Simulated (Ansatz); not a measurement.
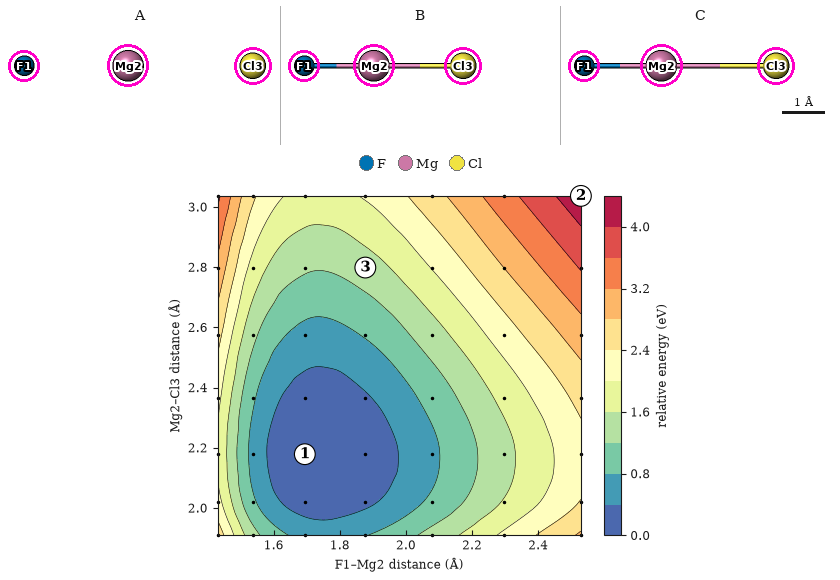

Energy scan for MgClF, in which the F1–Mg2 distance and the Mg2–Cl3 distance are varied on a grid, with the rest of the molecule carried along rigidly. The map is interpolated between the computed points (dots). The frames are shuffled; each belongs to one numbered point. The picture is a ball-and-stick view, seen face on. The ringed atoms are those of the scanned coordinates.

Computed with Ansatz: PBE0-D4, basis def2-TZVPP, on geometries moved rigidly from the minimum at PBE0-D4/def2-TZVP. Energies are counted from the PBE0-D4/def2-TZVP minimum geometry at the same level.

### Which frame belongs to which numbered point?

Point 1 is frame B, at (1.694, 2.179) and 0.030 eV; 2 is frame A, at (2.529, 3.037) and 4.268 eV; 3 is frame C, at (1.877, 2.799) and 1.416 eV. In pairs of (F1–Mg2 distance (Å); Mg2–Cl3 distance (Å)): the lowest computed point lies at (1.694, 2.179) (0.030 eV), the highest at (2.529, 3.037) (4.268 eV).  Over the ranges scanned the energy rises more along the first axis, the F1–Mg2 distance.
